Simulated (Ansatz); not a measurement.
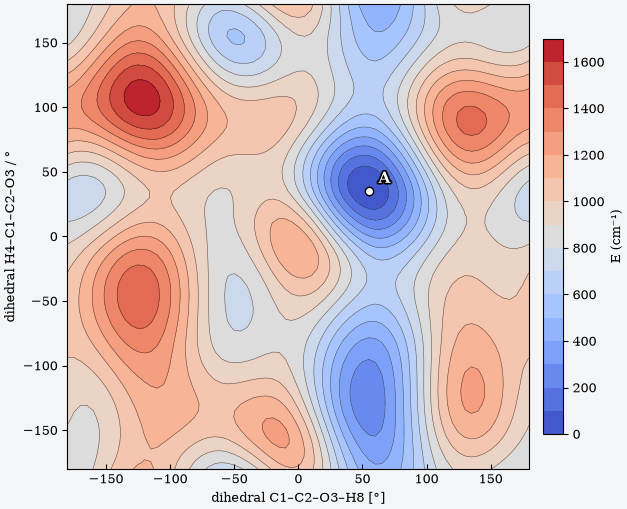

C2H5O, SMILES [CH2]CO, spin multiplicity 2. 
- Coordinates scanned: (1) dihedral C1–C2–O3–H8; (2) dihedral H4–C1–C2–O3.
- Nothing is relaxed (all other coordinates rigid).
- The scan uses a 15 × 15 grid.
- Points are written as (first, second).
- All energies are given in cm⁻¹ relative to the relaxed molecule at the same level.
- The calculation used UHF-MP2, frozen core/def2-TZVP (Ansatz).

In the figure: filled contours, the point A. Between grid points the surface is interpolated.

Question: What is the easiest way out of the well at A, and how high is the barrier?

Answer: The easiest path leads from the well at about (55°, 35°) to the well at about (55°, −125°), about 230 cm⁻¹ higher (on a rigid scan; wells that are mirror images or exchange like atoms can differ by this much). Its highest point lies about 660 cm⁻¹ above the bottom of the first well on the interpolated surface, at (60°, −36°). Seen from the upper well the barrier is about 440 cm⁻¹. The start is the relaxed structure and all else is held, so a fully relaxed path at this level can only be lower.

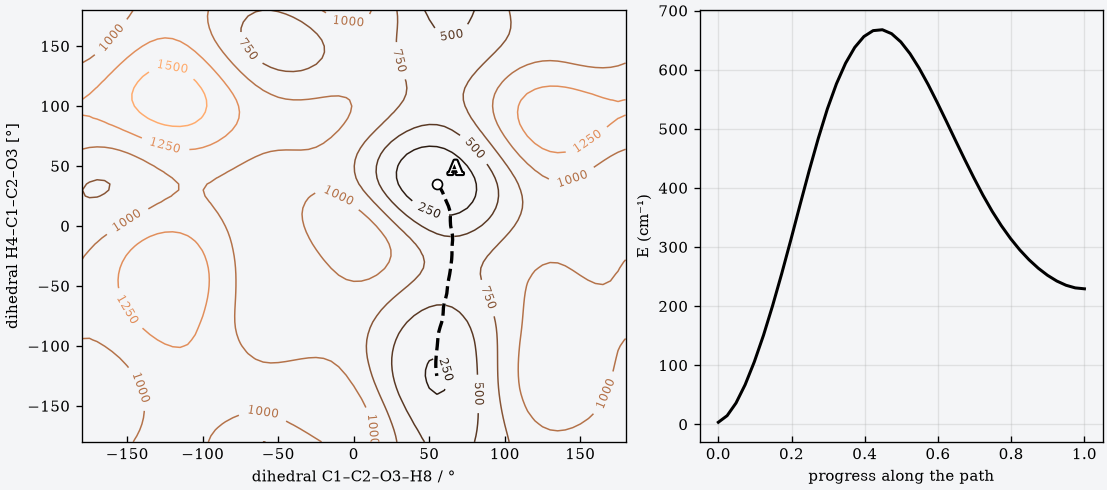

In the figure: contour lines labelled in cm⁻¹, a line along the lowest path, the energy along the path at the right. Between grid points the surface is interpolated.
